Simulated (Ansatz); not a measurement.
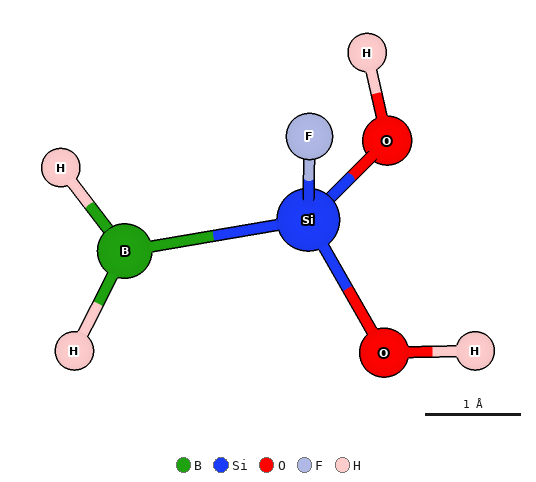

Figure 1. The structure (ball-and-stick view, seen at a tilt). Bond lengths as drawn: B–H 1.19 to 1.20 Å, B–Si 2.00 Å, F–Si 1.60 Å, H–O 0.96 Å and O–Si 1.63 to 1.64 Å.

BSiH4O2F: single-point calculation

BSiH4O2F, multiplicity 5, computed with UKS rPW86-PBE/x2c-TZVPPall (Ansatz 0.2.0).

Some settings of this run were made unusual or wrong on purpose. The geometry comes from this level: PBE0-D4/def2-TZVP.

Input file:
```yaml
crystal:
  periodic: [false, false, false]
  atoms:
    - {symbol: B, position_ang: [-0.435216, 0.357492, -1.532794]}
    - {symbol: Si, position_ang: [0.120045, 0.111776, 0.377612]}
    - {symbol: O, position_ang: [0.892299, -1.295766, 0.706443]}
    - {symbol: O, position_ang: [-1.163533, 0.176745, 1.373675]}
    - {symbol: F, position_ang: [1.140920, 1.309218, 0.693136]}
    - {symbol: H, position_ang: [-1.501153, 0.798840, -1.838423]}
    - {symbol: H, position_ang: [0.319085, 0.073559, -2.416566]}
    - {symbol: H, position_ang: [1.774755, -1.419022, 0.353724]}
    - {symbol: H, position_ang: [-1.058703, -0.159042, 2.266092]}
basis:
  gaussian: {orbitals: x2c-TZVPPall, final_grid: {core_spheres: 5, valence_spheres: 4, degree: 11}}
magnetization: {spin_polarized: true, initial_magnetization: 4}
hamiltonian: {xc: {name: rPW86-PBE}}
```

Run on 2 threads of Arm Neoverse V2, 23 GiB of memory available, shared host.

Command:
```bash
ansatz run in.yaml --threads 2 --pin off --events-out ev --progress --plain --max-ram 4352MiB
```

Log:
```
Functional definition: rPW86-PBE
  name "rPW86-PBE"
  cite "Murray, Lee & Langreth, J. Chem. Theory Comput. 5, 2754 (2009) doi:10.1021/ct900365q"
  cite "Perdew, Burke & Ernzerhof, Phys. Rev. Lett. 77, 3865 (1996) doi:10.1103/PhysRevLett.77.3865"
  parent pbe
  exchange = rpw86_x
  correlation = pbe_c
1166 factors; their error is unknown
mean field evaluation 1: about -15454.2106 eV, gradient 6.4e1 eV
mean field evaluation 2: about -15369.0643 eV, gradient 1.5e2 eV
mean field evaluation 4: about -15439.0614 eV, gradient 6.5e1 eV
mean field evaluation 8: about -15468.9800 eV, gradient 1.3e1 eV
mean field evaluation 16: about -15470.2872 eV, gradient 3.2e0 eV
mean field evaluation 32: about -15470.3526 eV, gradient 9.9e-3 eV
mean field evaluation 64: about -15464.8637 eV, gradient 2.2e1 eV
mean field evaluation 96: about -15468.3429 eV, gradient 3.7e0 eV
mean field evaluation 128: about -15470.1363 eV, gradient 1.2e-5 eV
mean field -15470.35264320 eV, -568.5249734559 hartree, gradient 4.4e-6 eV, S^2 6.005622; 8 other end points of the search recorded, 0 dependent functions left out
reference -15470.35284427 eV, -568.5249808452 hartree; 26, 22 occupied and 196, 200 virtual orbitals, 1166 factors
Total energy: -15470.35284427 eV, -568.5249808452 hartree
Relativity: scalar
```

What the run reported:

| quantity | value |
| --- | --- |
| outcome | converged |
| total energy | −15470.3528 eV |
| ⟨S²⟩ | 6.006 |
| SCF solution under orbital rotations | stable |
| wall time | 30 s (CPU time 58 s) |
| peak memory | 0.62 GiB |

The input was spoiled on purpose: spin. The program still converged, but the numbers can't be taken as results for the intended system.
